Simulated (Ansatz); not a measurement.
A relaxed structure of MgO. Level of theory: PBEsol (plane waves to 420 eV, PAW, scalar-relativistic; Ansatz, a first-principles code).

Fm-3m (No. 225), cF8, rock salt type; a = 4.2141 Å, b = 4.2141 Å, c = 4.2141 Å, α = 90.00°, β = 90.00°, γ = 90.00°.

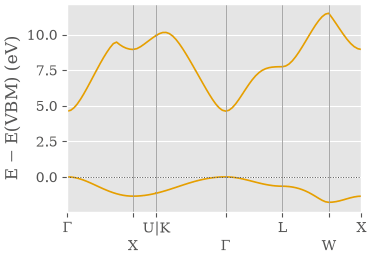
Figure. Highest filled and lowest empty band along the path of this cell's Brillouin zone

Q: Read off the gap and say whether it is direct.

A: 4.62 eV, direct at Γ (no spin-orbit coupling).

Q: How far does the top valence band disperse along this path?

A: About 1.8 eV.

No spin polarisation in the result.

Measured for MgO: a 4.189 Å (static lattice; corrected from measurement; as listed in Daniel Mejia-Rodriguez, S. B. Trickey, Phys. Rev. B (2018)); gap 8.36 eV (static lattice; corrected from measurement; as listed in Wei Chen et al., Physical Review Materials (2018)). Computed minus measured — a: PBEsol +0.6 %; gap: PBEsol -3.74 eV. The computed values are for a static lattice, and a measured gap can be an optical one, lowered by exciton binding.

The run could not lose the symmetry of its start; a randomly shaken copy of 4 atoms returns to this structure.
